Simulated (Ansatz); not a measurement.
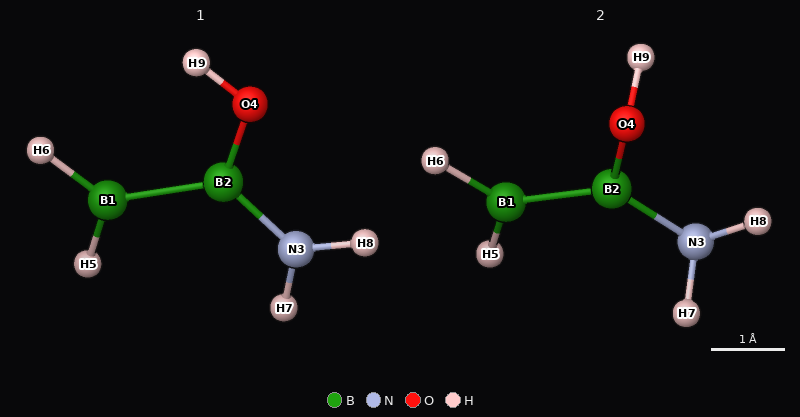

Two geometries of B₂NH₅O, drawn at one scale. One is the start of a relaxation, the other its converged end. Style: ball-and-stick. Shown from a free direction.

These are results of Ansatz, RKS B3LYP-D4/def2-SVP, not measurements. Set-up: no spin polarisation; force threshold 0.015 eV/Å; at most 40 steps.

### Which geometry has the lower energy?

Structure 1 is the relaxed one. The run prepares an end point of a later path (torsion) calculation, from a guessed geometry. Over 9 geometry steps the energy falls by 130.0 kJ/mol. The largest force component goes from 3 to 0.0058 eV/Å. The atom that moves furthest after the best rigid fit is H9 (0.69 Å). By element the largest moves are H 0.69 Å, O 0.54 Å, N 0.27 Å, B 0.19 Å. Near-neighbour distances that change, for instance: B2–N3 1.508 → 1.409 Å, B1–B2 1.625 → 1.722 Å, O4–H9 1.038 → 0.963 Å, B1–H6 1.254 → 1.213 Å. Among the angles between lasting bonds that change: B2–N3–H8 109.3° → 122.9°, B2–N3–H7 110.2° → 122.7°, B2–O4–H9 106.1° → 111.9°. Groups turn about B2–O4 by about 90°. Cost: 26 s on 1 thread of Arm Neoverse V2, on a shared host, peak memory 0.15 GiB.
